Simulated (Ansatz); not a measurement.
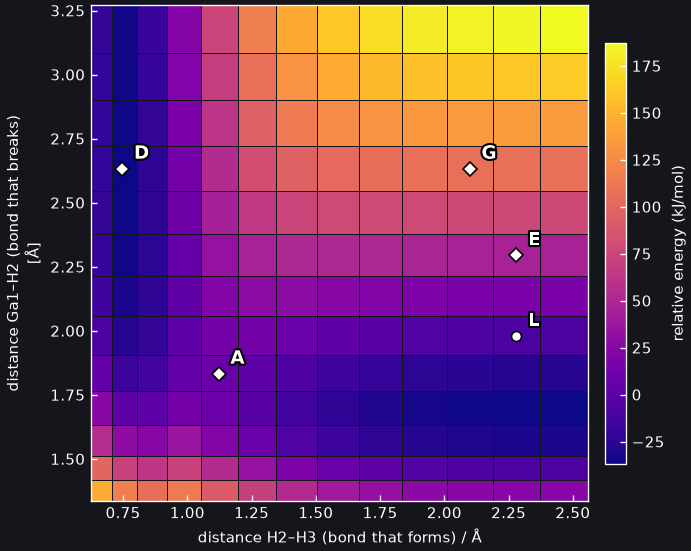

The reacting system GaH₃. First axis: distance H2–H3 (bond that forms). Second axis: distance Ga1–H2 (bond that breaks). Relaxed at each point: all other coordinates. The scan uses a 13 × 13 grid. Points are written as (first, second). Energies: kJ/mol, counted from a guessed transition structure relaxed with its forming and breaking bonds held. Energies and slopes of some neighbouring points disagree (a jump in structure or state, or too coarse a mesh). The reference is spin-restricted, so regions where a bond is pulled apart into radicals lie too high. Theory: RKS r2SCAN-D4/def2-TZVP in Ansatz 0.2.0.

The picture shows one coloured cell a grid point, lettered points.

Is G the lowest point of the computed grid?

Answer. No. G lies 143 kJ/mol above the lowest grid point, which is at (0.747 Å, 2.633 Å).

Rank the lettered points by energy, lowest first.

Answer. D (−37 kJ/mol), L (−8 kJ/mol), A (7 kJ/mol), E (46 kJ/mol), G (107 kJ/mol).
